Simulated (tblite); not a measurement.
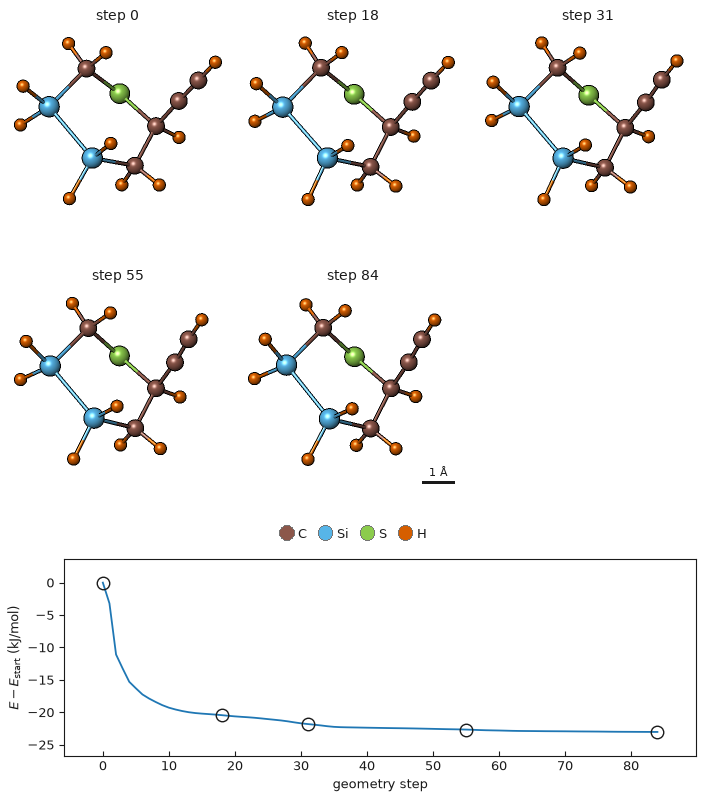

Frames of a relaxation of C5H10SSi2, marked on the history of the run. A ball-and-stick model, seen face on.

All numbers below come from GFN2-xTB geometry optimisation, gas phase in tblite 0.8.0. 

Question: What happens along the run?

Answer: After 84 geometry steps the energy has fallen by 23.0 kJ/mol. An H atom moves most after the best rigid fit: 0.52 Å. Largest moves by element: H 0.52 Å, C 0.37 Å, Si 0.16 Å, S 0.10 Å. Among the contacts that change: C–Si 1.853 → 1.911 Å, C–Si 1.884 → 1.914 Å, H–Si 1.496 → 1.469 Å, C–C 1.218 → 1.198 Å. Bond angles that change, for instance: C–Si–H 111.0° → 105.6°, Si–Si–H 111.1° → 116.3°, Si–Si–H 110.3° → 114.5°. From step 0 to 18: H atoms move most (0.12 Å), energy −20.4 kJ/mol. From step 18 to 31: an H atom moves most (0.22 Å), energy −1.37 kJ/mol. From step 31 to 55: an H atom moves most (0.17 Å), energy −0.85 kJ/mol. From step 55 to 84: an H atom moves most (0.16 Å), energy −0.37 kJ/mol.

```
step  E − E(0), kJ/mol
   0              0.00
   1             -3.20
   2            -11.09
   3            -13.24
   4            -15.29
   5            -16.30
   6            -17.25
   7            -17.87
   8            -18.41
   9            -18.89
  10            -19.28
  14            -20.11
  18            -20.44
  22            -20.76
  26            -21.15
  29            -21.55
  33            -22.02
  37            -22.32
  41            -22.39
  45            -22.45
  49            -22.53
  53            -22.62
  57            -22.73
  61            -22.83
  65            -22.89
  68            -22.92
  72            -22.95
  76            -22.98
  80            -23.01
  84            -23.03
```
